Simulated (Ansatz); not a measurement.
Input

```
crystal:
  periodic: [false, false, false]
  atoms:
    - {symbol: Al, position_ang: [0.185349, 0.014533, -0.415523]}
    - {symbol: S, position_ang: [2.288878, 1.488993, -0.555773]}
    - {symbol: H, position_ang: [-0.111634, -0.101731, -1.984261]}
    - {symbol: H, position_ang: [0.905338, -1.210694, 0.316130]}
    - {symbol: H, position_ang: [-0.671890, 1.051903, 0.447009]}
    - {symbol: H, position_ang: [1.824077, 2.411951, -1.427621]}
    - {symbol: H, position_ang: [2.944770, 0.803674, -1.519190]}
basis:
  gaussian:
    orbitals: def2-TZVPD
magnetization:
  spin_polarized: false
hamiltonian:
  xc: {name: PBE0}
output:
  forces: true
  orbitals: {seedname: orbitals}
```

Run with:

```sh
ansatz run input.yaml --threads 2 --pin off --max-ram 5220MiB --events-out events.jsonl --progress --plain --runs-dir runs
```

Geometry: PBE0-D4/def2-SVP.

All numbers below come from Ansatz 0.2.0, isolated molecule in a Gaussian basis; Kohn-Sham density functional theory, functional PBE0.

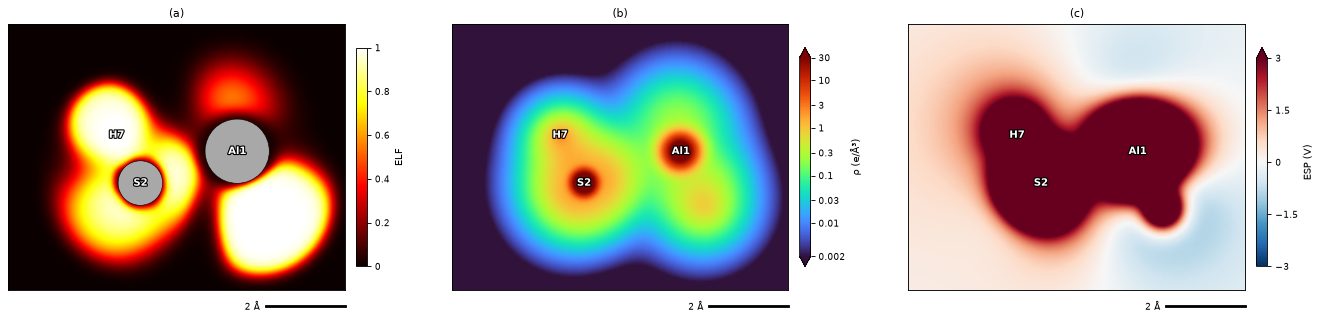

AlH5S. (a) ELF; (b) total electron density; (c) molecular electrostatic potential on the plane of atoms Al1, S2 and H7. Grey discs cover the atomic cores in the ELF map.

> Describe what can be read from this map.

The section cuts through Al, S and H sites. Al–S (2.57 Å): the density is about 0.33 e/Å³ at the midpoint, with its minimum of 0.2 e/Å³ about 0.9 Å from Al; the ELF peaks at about 0.95 in the valence shell of S, 0.9 Å from its nucleus, and is about 0.85 at the midpoint. S–H (1.35 Å): the density is about 1.5 e/Å³ at the midpoint; the ELF climbs to about 1 towards the hydrogen, as it does in any bond to H (an ordinary covalent bond to hydrogen). The ELF also peaks beside S2, away from the bonds: lone-pair regions. Outside the dense part of the molecule the potential is most negative (−0.9 V) near H5, which lies off the plane.
